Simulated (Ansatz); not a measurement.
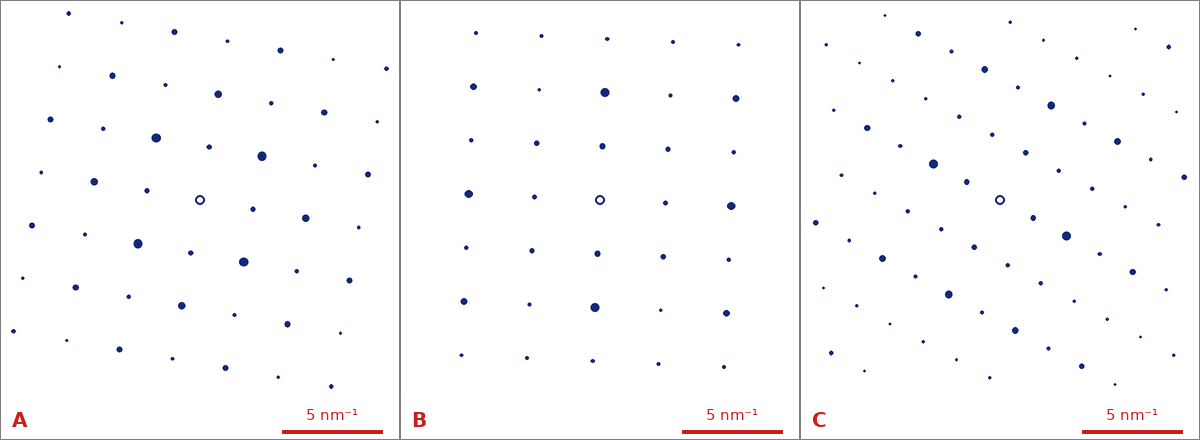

The patterns are kinematic simulations for 200 kV electrons (no multiple scattering; isotropic B = 0.5 Å²).

All three come from Zr2SbN, space group P4/mmm (No. 123), a = 3.721 Å, c = 5.294 Å. Structure: coordinates from a relaxation with DFT LDA, scalar-relativistic, plane waves, PAW in Ansatz 0.2.0; the starting structure was generated, so it need not be a known form of this composition.

**Assign the zone axes [001], [100], [101] to A, B and C.**

A is [001]: square net of 1 0 0 at d = 3.72 Å and 0 1 0 at d = 3.72 Å, at 90.0°. B is [101]: rectangular net of 0 1 0 at d = 3.72 Å and 1 0 -1 at d = 3.04 Å, at 90.0°. C is [100]: rectangular net of 0 0 1 at d = 5.29 Å and 0 1 0 at d = 3.72 Å, at 90.0°.
